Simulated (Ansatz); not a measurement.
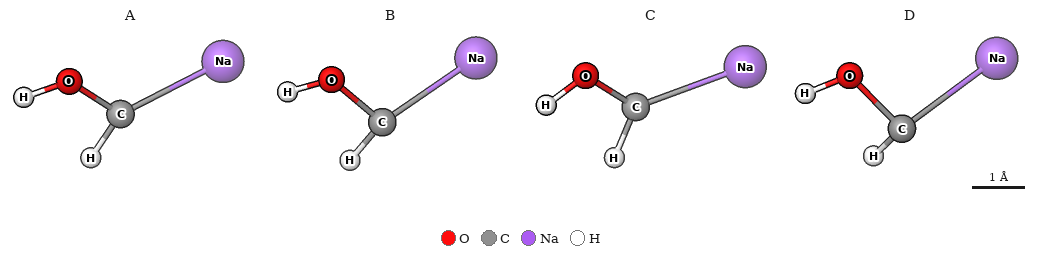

4 geometries from one relaxation of CH2NaO (charge −1), in shuffled order. A ball-and-stick model, seen at a tilt.

The run prepares an end point of a later path (hydrogen shift) calculation, from a guessed geometry.

All numbers below come from Ansatz, UKS PBE0-D4/def2-SVP. Set-up: collinear spin; force threshold 0.02 eV/Å; at most 50 steps.

**Order the frames from highest to lowest energy.**

D, B, A, C. They are steps 0, 2, 3, 9, at +0.345 eV, +0.108 eV, +0.074 eV relative to the last. The atom that moves furthest after the best rigid fit is the C atom (0.60 Å). By element the largest moves are C 0.60 Å, H 0.31 Å, Na 0.25 Å, O 0.10 Å. Some distances before and after: C–Na 2.564 → 2.359 Å, C–O 1.525 → 1.410 Å, C–H 1.177 → 1.127 Å. Among the angles between lasting bonds that change: O–C–Na 104.4° → 129.2°, Na–C–H 104.7° → 123.5°, O–C–H 102.6° → 107.3°. After 8 accepted moves (9 points after the start) the energy has fallen by 0.345 eV. Largest force component: 1.5 eV/Å at the start, 0.013 eV/Å at the end. The line search rejected the trial step at point 4 of the run. Cost: 29 s on 1 thread of Intel(R) Xeon(R) CPU @ 2.60GHz (Ice Lake) (shared host), peak memory 0.16 GiB.

Limits of the set-up: the basis has no diffuse functions, which an anion needs.
